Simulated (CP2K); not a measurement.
# WO3 (tungsten trioxide): a chain of runs

Aim: a series of 8 runs (B3LYP/DZVP-MOLOPT-PBE0-GTH, UB3LYP/DZVP-MOLOPT-PBE0-GTH) of O3W. The setting varied is the vacuum round the molecule. 

The results are computed with CP2K 2026.2.

6 further runs of the same task are left out: 6 set aside as unsound or not needed.

### 1 The system as given

WO3 has 4 atoms, charge 0, and is taken as a singlet. As SMILES, `[O]=[W](=[O])=[O]`. The coordinates come from a PBE0-D4/def2-TZVP relaxation.

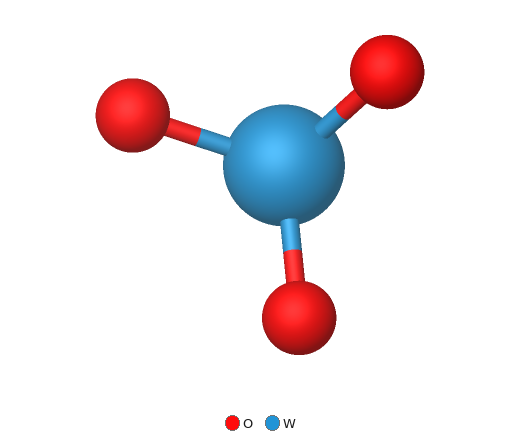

Viewed from a chosen angle; oxygen red, tungsten blue.

### 2 Energy and forces at B3LYP/DZVP-MOLOPT-PBE0-GTH (core potential, admm exchange PBEX, admm type ADMM2) (run 1)

molecule.inp

```
&GLOBAL
   PROJECT_NAME molecule
   RUN_TYPE ENERGY_FORCE
   PRINT_LEVEL MEDIUM
&END

&FORCE_EVAL
   METHOD QUICKSTEP
   &DFT
      BASIS_SET_FILE_NAME BASIS_MOLOPT_UZH
      BASIS_SET_FILE_NAME BASIS_ADMM_UZH
      POTENTIAL_FILE_NAME POTENTIAL_UZH
      # Quickstep
      &QS
         METHOD GPW
         EPS_DEFAULT 1.0E-10
      &END
      &MGRID
         CUTOFF 400
         REL_CUTOFF 50
         NGRIDS 4
      &END
      &POISSON
         PERIODIC NONE
         POISSON_SOLVER MULTIPOLE
      &END
      &SCF
         SCF_GUESS ATOMIC
         EPS_SCF 1.0E-06
         MAX_SCF 50
         &OT
            MINIMIZER DIIS
            PRECONDITIONER FULL_SINGLE_INVERSE
         &END
         &OUTER_SCF
            EPS_SCF 1.0E-06
            MAX_SCF 8
         &END
      &END
      &XC
         &XC_FUNCTIONAL
            &HYB_GGA_XC_B3LYP
            &END
         &END
         # exact exchange
         &HF
            FRACTION 0.2
            &SCREENING
               EPS_SCHWARZ 1.0E-09
            &END
            &MEMORY
               MAX_MEMORY 1750
            &END
         &END
      &END
      &AUXILIARY_DENSITY_MATRIX_METHOD
         ADMM_TYPE ADMM2
         EXCH_CORRECTION_FUNC PBEX
      &END
      # extra output
      &PRINT
         &MOMENTS
            PERIODIC F
            REFERENCE COM
            MAX_MOMENT 1
         &END
         &MO_CUBES
            NLUMO 1
            NHOMO -1
            WRITE_CUBE F
         &END
         &HIRSHFELD OFF
         &END
      &END
   &END
   # structure
   &SUBSYS
      # vacuum box
      &CELL
         ABC 7.5 8.2 8.6
         PERIODIC NONE
      &END
      &COORD
         O      3.182750     4.386100     5.615650
         W      3.053850     3.837200     3.995450
         O      4.491950     2.977600     3.626750
         O      3.008050     5.222400     2.984350
      &END
      &KIND O
         BASIS_SET ORB DZVP-MOLOPT-PBE0-GTH-q6
         BASIS_SET AUX_FIT admm-dzp-q6
         POTENTIAL GTH-PBE0-q6
      &END
      &KIND W
         BASIS_SET ORB DZVP-MOLOPT-PBE0-GTH-q14
         BASIS_SET AUX_FIT admm-dzp-q14
         POTENTIAL GTH-PBE0-q14
      &END
   &END
   # extra output
   &PRINT
      &FORCES ON
      &END
   &END
&END
```

Launch:

```bash
OMP_NUM_THREADS=2 cp2k.psmp molecule.inp > molecule.out
```

The program printed:

```text
CP2K| version string:                                       CP2K version 2026.2
[...]
 GLOBAL| Method name                                                        CP2K
[...]
 GLOBAL| Run type                                                   ENERGY_FORCE
[...]
 DFT| Spin restricted Kohn-Sham (RKS) calculation                            RKS
 DFT| Multiplicity                                                             1
[...]
 DFT| Charge                                                                   0
[...]
 FUNCTIONAL| HYB_GGA_XC_B3LYP:
[...]
 QS| Method:                                                                 GPW
[...]
 QS| Density cutoff [a.u.]:                                                200.0
[...]
 QS| Relative density cutoff [a.u.]:                                        25.0
[...]
                             - Atoms:                                          4
[...]
                             - Spherical basis functions:                     65
[...]
 Number of electrons:                                                         32
[...]
     1 OT DIIS     0.80E-01    1.3     0.23359591      -113.1960881699 -1.13E+02
[...]
  *** SCF run converged in     7 steps ***
[...]
  Overlap energy of the core charge distribution:               0.00000369377845
  Self energy of the core charge distribution:               -225.87480280568769
  Core Hamiltonian energy:                                     57.22866418437719
  Hartree energy:                                              70.43988778946928
  Exchange-correlation energy:                                -14.90958158146411
  Hartree-Fock Exchange energy:                                -3.09212491539019
  Total energy:                                              -116.20795363491706
[...]
 ENERGY| Total FORCE_EVAL ( QS ) energy [hartree]           -116.207953634972597
[...]
```

Run time: 49 s. Hardware: 2 threads of Arm Neoverse V2, shared host; peak memory 0.78 GiB.

### 3 The doublet cation: energy and gradient at UB3LYP/DZVP-MOLOPT-PBE0-GTH (core potential, admm exchange PBEX, admm type ADMM2) (run 2)

job.inp

```
&FORCE_EVAL
   METHOD QUICKSTEP
   &DFT
      BASIS_SET_FILE_NAME BASIS_MOLOPT_UZH
      BASIS_SET_FILE_NAME BASIS_ADMM_UZH
      POTENTIAL_FILE_NAME POTENTIAL_UZH
      CHARGE 1
      MULTIPLICITY 2
      UKS T
      &QS
         METHOD GPW
         EPS_DEFAULT 1.0E-10
      &END QS
      &MGRID
         CUTOFF 400
         REL_CUTOFF 50
         NGRIDS 4
      &END MGRID
      &POISSON
         PERIODIC NONE
         POISSON_SOLVER MULTIPOLE
      &END POISSON
      &SCF
         SCF_GUESS ATOMIC
         EPS_SCF 1.0E-06
         MAX_SCF 30
         &OT
            MINIMIZER DIIS
            PRECONDITIONER FULL_SINGLE_INVERSE
         &END OT
         &OUTER_SCF
            EPS_SCF 1.0E-06
            MAX_SCF 8
         &END OUTER_SCF
      &END SCF
      &XC
         &XC_FUNCTIONAL
            &HYB_GGA_XC_B3LYP
            &END HYB_GGA_XC_B3LYP
         &END XC_FUNCTIONAL
         &HF
            FRACTION 0.2
            &SCREENING
               EPS_SCHWARZ 1.0E-09
            &END SCREENING
            &MEMORY
               MAX_MEMORY 1750
            &END MEMORY
         &END HF
      &END XC
      &AUXILIARY_DENSITY_MATRIX_METHOD
         ADMM_TYPE ADMM2
         EXCH_CORRECTION_FUNC PBEX
      &END AUXILIARY_DENSITY_MATRIX_METHOD
      &PRINT
         &MOMENTS
            PERIODIC F
            REFERENCE COM
            MAX_MOMENT 1
         &END MOMENTS
         &MO_CUBES
            NLUMO 3
            NHOMO -1
            WRITE_CUBE F
         &END MO_CUBES
         &HIRSHFELD OFF
         &END HIRSHFELD
      &END PRINT
   &END DFT
   &SUBSYS
      &CELL
         ABC 7.5 8.2 8.6
         PERIODIC NONE
      &END CELL
      &COORD
         O      3.182750     4.386100     5.615650
         W      3.053850     3.837200     3.995450
         O      4.491950     2.977600     3.626750
         O      3.008050     5.222400     2.984350
      &END COORD
      &KIND O
         BASIS_SET ORB DZVP-MOLOPT-PBE0-GTH-q6
         BASIS_SET AUX_FIT admm-dzp-q6
         POTENTIAL GTH-PBE0-q6
      &END KIND
      &KIND W
         BASIS_SET ORB DZVP-MOLOPT-PBE0-GTH-q14
         BASIS_SET AUX_FIT admm-dzp-q14
         POTENTIAL GTH-PBE0-q14
      &END KIND
   &END SUBSYS
   &PRINT
      &FORCES ON
      &END FORCES
   &END PRINT
&END FORCE_EVAL

&GLOBAL
   PROJECT job
   RUN_TYPE ENERGY_FORCE
   PRINT_LEVEL MEDIUM
&END GLOBAL
```

Launch:

```bash
OMP_NUM_THREADS=2 cp2k.psmp -i job.inp -o job.out
```

The program printed:

```text
CP2K| version string:                                       CP2K version 2026.2
[...]
 GLOBAL| Method name                                                        CP2K
[...]
 GLOBAL| Run type                                                   ENERGY_FORCE
[...]
 DFT| Spin unrestricted (spin-polarized) Kohn-Sham calculation               UKS
 DFT| Multiplicity                                                             2
[...]
 DFT| Charge                                                                   1
[...]
 FUNCTIONAL| HYB_GGA_XC_B3LYP:
[...]
 QS| Method:                                                                 GPW
[...]
 QS| Density cutoff [a.u.]:                                                200.0
[...]
 QS| Relative density cutoff [a.u.]:                                        25.0
[...]
                             - Atoms:                                          4
[...]
                             - Spherical basis functions:                     65
[...]
 Number of electrons:                                                         16
[...]
     1 OT DIIS     0.80E-01    1.8     0.12865495      -112.5071040921 -1.13E+02
[...]
  *** SCF run converged in    16 steps ***
[...]
  Overlap energy of the core charge distribution:               0.00000369377845
  Self energy of the core charge distribution:               -225.87480280568769
  Core Hamiltonian energy:                                     56.80168504537070
  Hartree energy:                                              70.88904816799703
  Exchange-correlation energy:                                -14.59844875494099
  Hartree-Fock Exchange energy:                                -3.01283752235752
  Total energy:                                              -115.79535217584002
[...]
 ENERGY| Total FORCE_EVAL ( QS ) energy [hartree]           -115.795352175963018
[...]
```

It took 3.1 min on 2 threads of Arm Neoverse V2, shared host; peak memory 0.95 GiB.

Runs 3 to 6 aren't shown in full; the table further down has their settings and results.

### 4 Energy and forces at B3LYP/DZVP-MOLOPT-PBE0-GTH (core potential, admm exchange PBEX, admm type ADMM2) (run 7)

calc.inp

```
&GLOBAL
   PROJECT calc
   RUN_TYPE ENERGY_FORCE
   PRINT_LEVEL MEDIUM
&END GLOBAL
&FORCE_EVAL
   METHOD QS
   &DFT
      BASIS_SET_FILE_NAME BASIS_MOLOPT_UZH
      BASIS_SET_FILE_NAME BASIS_ADMM_UZH
      POTENTIAL_FILE_NAME POTENTIAL_UZH
      ! Quickstep
      &QS
         METHOD GPW
         EPS_DEFAULT 1.0E-10
      &END QS
      ! real-space grids
      &MGRID
         CUTOFF 400
         REL_CUTOFF 50
         NGRIDS 4
      &END MGRID
      &POISSON
         PERIODIC NONE
         POISSON_SOLVER MULTIPOLE
      &END POISSON
      &SCF
         SCF_GUESS ATOMIC
         EPS_SCF 1.0E-06
         MAX_SCF 50
         &OT
            MINIMIZER DIIS
            PRECONDITIONER FULL_SINGLE_INVERSE
         &END OT
         &OUTER_SCF
            EPS_SCF 1.0E-06
            MAX_SCF 8
         &END OUTER_SCF
      &END SCF
      &XC
         &XC_FUNCTIONAL
            &HYB_GGA_XC_B3LYP
            &END HYB_GGA_XC_B3LYP
         &END XC_FUNCTIONAL
         ! exact exchange
         &HF
            FRACTION 0.2
            &SCREENING
               EPS_SCHWARZ 1.0E-09
            &END SCREENING
            &MEMORY
               MAX_MEMORY 1750
            &END MEMORY
         &END HF
      &END XC
      &AUXILIARY_DENSITY_MATRIX_METHOD
         ADMM_TYPE ADMM2
         EXCH_CORRECTION_FUNC PBEX
      &END AUXILIARY_DENSITY_MATRIX_METHOD
      ! extra output
      &PRINT
         &MOMENTS
            PERIODIC F
            REFERENCE COM
            MAX_MOMENT 1
         &END MOMENTS
         &MO_CUBES
            NLUMO 1
            NHOMO -1
            WRITE_CUBE F
         &END MO_CUBES
         &HIRSHFELD OFF
         &END HIRSHFELD
      &END PRINT
   &END DFT
   &SUBSYS
      &CELL
         ABC 13.5 14.2 14.6
         PERIODIC NONE
      &END CELL
      &COORD
         O      6.182750     7.386100     8.615650
         W      6.053850     6.837200     6.995450
         O      7.491950     5.977600     6.626750
         O      6.008050     8.222400     5.984350
      &END COORD
      &KIND O
         BASIS_SET ORB DZVP-MOLOPT-PBE0-GTH-q6
         BASIS_SET AUX_FIT admm-dzp-q6
         POTENTIAL GTH-PBE0-q6
      &END KIND
      &KIND W
         BASIS_SET ORB DZVP-MOLOPT-PBE0-GTH-q14
         BASIS_SET AUX_FIT admm-dzp-q14
         POTENTIAL GTH-PBE0-q14
      &END KIND
   &END SUBSYS
   ! extra output
   &PRINT
      &FORCES ON
      &END FORCES
   &END PRINT
&END FORCE_EVAL
```

Launch:

```bash
OMP_NUM_THREADS=2 cp2k.psmp -i calc.inp > calc.out 2>&1
```

The program printed:

```text
CP2K| version string:                                       CP2K version 2026.2
[...]
 GLOBAL| Method name                                                        CP2K
[...]
 GLOBAL| Run type                                                   ENERGY_FORCE
[...]
 DFT| Spin restricted Kohn-Sham (RKS) calculation                            RKS
 DFT| Multiplicity                                                             1
[...]
 DFT| Charge                                                                   0
[...]
 FUNCTIONAL| HYB_GGA_XC_B3LYP:
[...]
 QS| Method:                                                                 GPW
[...]
 QS| Density cutoff [a.u.]:                                                200.0
[...]
 QS| Relative density cutoff [a.u.]:                                        25.0
[...]
                             - Atoms:                                          4
[...]
                             - Spherical basis functions:                     65
[...]
 Number of electrons:                                                         32
[...]
     1 OT DIIS     0.80E-01    5.0     0.23362580      -113.1985496278 -1.13E+02
[...]
  *** SCF run converged in     7 steps ***
[...]
  Overlap energy of the core charge distribution:               0.00000369377845
  Self energy of the core charge distribution:               -225.87480280568769
  Core Hamiltonian energy:                                     57.22491060558873
  Hartree energy:                                              70.44196155028831
  Exchange-correlation energy:                                -14.90838873475919
  Hartree-Fock Exchange energy:                                -3.09186006148702
  Total energy:                                              -116.20817575227842
[...]
 ENERGY| Total FORCE_EVAL ( QS ) energy [hartree]           -116.208175752347586
[...]
```

Run time: 4.4 min. Hardware: 2 threads of Arm Neoverse V2, shared host; peak memory 2.7 GiB.

### 5 The doublet cation: energy and gradient at UB3LYP/DZVP-MOLOPT-PBE0-GTH (core potential, admm exchange PBEX, admm type ADMM2) (run 8)

molecule.inp

```
&GLOBAL
 PROJECT molecule
 RUN_TYPE ENERGY_FORCE
 PRINT_LEVEL MEDIUM
&END GLOBAL

&FORCE_EVAL
 METHOD Quickstep
 &DFT
  BASIS_SET_FILE_NAME BASIS_MOLOPT_UZH
  BASIS_SET_FILE_NAME BASIS_ADMM_UZH
  POTENTIAL_FILE_NAME POTENTIAL_UZH
  CHARGE 1
  MULTIPLICITY 2
  LSD T
  ! Quickstep
  &QS
   METHOD GPW
   EPS_DEFAULT 1.0E-10
  &END QS
  ! plane-wave cutoff in Ry
  &MGRID
   CUTOFF 400
   REL_CUTOFF 50
   NGRIDS 4
  &END MGRID
  ! no periodic images
  &POISSON
   PERIODIC NONE
   POISSON_SOLVER MULTIPOLE
  &END POISSON
  &SCF
   SCF_GUESS ATOMIC
   EPS_SCF 1.0E-06
   MAX_SCF 30
   &OT ON
    MINIMIZER DIIS
    PRECONDITIONER FULL_SINGLE_INVERSE
   &END OT
   &OUTER_SCF
    EPS_SCF 1.0E-06
    MAX_SCF 8
   &END OUTER_SCF
  &END SCF
  &XC
   &XC_FUNCTIONAL
    &HYB_GGA_XC_B3LYP
    &END HYB_GGA_XC_B3LYP
   &END XC_FUNCTIONAL
   ! exact exchange
   &HF
    FRACTION 0.2
    &SCREENING
     EPS_SCHWARZ 1.0E-09
     SCREEN_ON_INITIAL_P F
    &END SCREENING
    &INTERACTION_POTENTIAL
     POTENTIAL_TYPE COULOMB
    &END INTERACTION_POTENTIAL
    &MEMORY
     MAX_MEMORY 1750
    &END MEMORY
   &END HF
  &END XC
  &AUXILIARY_DENSITY_MATRIX_METHOD
   ADMM_TYPE ADMM2
   EXCH_CORRECTION_FUNC PBEX
  &END AUXILIARY_DENSITY_MATRIX_METHOD
  ! extra output
  &PRINT
   &MOMENTS
    PERIODIC F
    REFERENCE COM
    MAX_MOMENT 1
   &END MOMENTS
   &MO_CUBES
    NLUMO 3
    NHOMO -1
    WRITE_CUBE F
   &END MO_CUBES
   &HIRSHFELD OFF
   &END HIRSHFELD
  &END PRINT
 &END DFT
 ! structure
 &SUBSYS
  &CELL
   ABC [angstrom] 13.5 14.2 14.6
   PERIODIC NONE
  &END CELL
  &COORD
   O      6.182750     7.386100     8.615650
   W      6.053850     6.837200     6.995450
   O      7.491950     5.977600     6.626750
   O      6.008050     8.222400     5.984350
  &END COORD
  &KIND O
   BASIS_SET ORB DZVP-MOLOPT-PBE0-GTH-q6
   BASIS_SET AUX_FIT admm-dzp-q6
   POTENTIAL GTH-PBE0-q6
  &END KIND
  &KIND W
   BASIS_SET ORB DZVP-MOLOPT-PBE0-GTH-q14
   BASIS_SET AUX_FIT admm-dzp-q14
   POTENTIAL GTH-PBE0-q14
  &END KIND
 &END SUBSYS
 &PRINT
  &FORCES ON
  &END FORCES
 &END PRINT
&END FORCE_EVAL
```

Launch:

```bash
OMP_NUM_THREADS=2 cp2k.psmp -i molecule.inp -o molecule.out
```

The program printed:

```text
CP2K| version string:                                       CP2K version 2026.2
 CP2K| Input file name                                              molecule.inp

[... 264 lines left out ...]
  Decoupling Energy:                                               0.0603086557
[... 203 lines left out ...]
  Decoupling Energy:                                               0.0600201499
[... 203 lines left out ...]
  Decoupling Energy:                                               0.0600276724
[... 203 lines left out ...]
  Decoupling Energy:                                               0.0600298395
[... 205 lines left out ...]
  outer SCF loop FAILED to converge after    9 iterations or  270 steps
[... 5 lines left out ...]
 *  \___/     SCF run NOT converged. To continue the calculation regardless,   *
 *    |             please set the keyword IGNORE_CONVERGENCE_FAILURE.         *
[... 5 lines left out ...]
 ===== Routine Calling Stack =====

            4 scf_env_do_scf
            3 qs_energies
            2 qs_forces
            1 CP2K

Program received signal SIGABRT: Process abort signal.
```

It took 38 min on 2 threads of Arm Neoverse V2, shared host; peak memory 3.6 GiB.

The iterations ended before the threshold was met.

### 6 The series

```csv
run,level,vacuum round the molecule,iteration cap,partner,energy (Eh),HOMO energy (eV),LUMO energy (eV),wall time
1,"B3LYP/DZVP-MOLOPT-PBE0-GTH (core potential, admm exchange PBEX, admm type ADMM2)",3,50,base,-116.207954,-8.52,-5.14,49 s
2,"UB3LYP/DZVP-MOLOPT-PBE0-GTH (core potential, admm exchange PBEX, admm type ADMM2)",3,30,cation,-115.795352,-15.85,-13.92,3.1 min
3,"B3LYP/DZVP-MOLOPT-PBE0-GTH (core potential, admm exchange PBEX, admm type ADMM2)",3.5,50,base,-116.208089,-8.54,-5.18,87 s
4,"UB3LYP/DZVP-MOLOPT-PBE0-GTH (core potential, admm exchange PBEX, admm type ADMM2)",3.5,30,cation,-115.795096,-15.85,-13.93,6.7 min
5,"B3LYP/DZVP-MOLOPT-PBE0-GTH (core potential, admm exchange PBEX, admm type ADMM2)",4.5,50,base,-116.207772,-8.55,-5.23,2 min
6,"UB3LYP/DZVP-MOLOPT-PBE0-GTH (core potential, admm exchange PBEX, admm type ADMM2)",4.5,30,cation,not converged,–,–,17 min
7,"B3LYP/DZVP-MOLOPT-PBE0-GTH (core potential, admm exchange PBEX, admm type ADMM2)",6,50,base,-116.208176,-8.56,-5.25,4.4 min
8,"UB3LYP/DZVP-MOLOPT-PBE0-GTH (core potential, admm exchange PBEX, admm type ADMM2)",6,30,cation,not converged,–,–,38 min
```

Convergence of the dipole moment of singlet WO3 with the vacuum round the molecule, against the last point:

```csv
vacuum round the molecule,from the last (D),wall time
3 Å,+0.0879,49 s
3.5 Å,+0.0530,87 s
4.5 Å,+0.0198,2 min
6 Å,+0.0000,4.4 min
```

Convergence of the HOMO energy of singlet WO3 with the vacuum round the molecule, against the last point:

```csv
vacuum round the molecule,from the last (eV),wall time
3 Å,+0.0420,49 s
3.5 Å,+0.0262,87 s
4.5 Å,+0.0109,2 min
6 Å,+0.0000,4.4 min
```

### 7 Outcome

| quantity | value |
| --- | --- |
| run 7, B3LYP/DZVP-MOLOPT-PBE0-GTH: total energy | -116.20818 Eh |
| run 7, B3LYP/DZVP-MOLOPT-PBE0-GTH: dipole moment | 5.77 D |
| run 7, B3LYP/DZVP-MOLOPT-PBE0-GTH: HOMO energy | -8.56 eV |
| run 7, B3LYP/DZVP-MOLOPT-PBE0-GTH: LUMO energy | -5.25 eV |
| run 7, B3LYP/DZVP-MOLOPT-PBE0-GTH: HOMO–LUMO gap | 3.31 eV |
| vertical ionisation energy (to the doublet cation) (run 1, vacuum round the molecule 3) | 11.227 eV |
| vertical ionisation energy (to the doublet cation) (run 3, vacuum round the molecule 3.5) | 11.238 eV |

**Reading.** For the dipole moment of singlet WO3 to stay within 0.05 D of the last point, 4.5 Å is the first point of the series from which all later ones do (2 min against 4.4 min). For the HOMO energy of singlet WO3 to stay within 0.02 eV of the last point, 4.5 Å is the first point of the series from which all later ones do (2 min against 4.4 min). All runs together took 73 min, the longest 38 min. 2 of the 8 runs did not end normally.
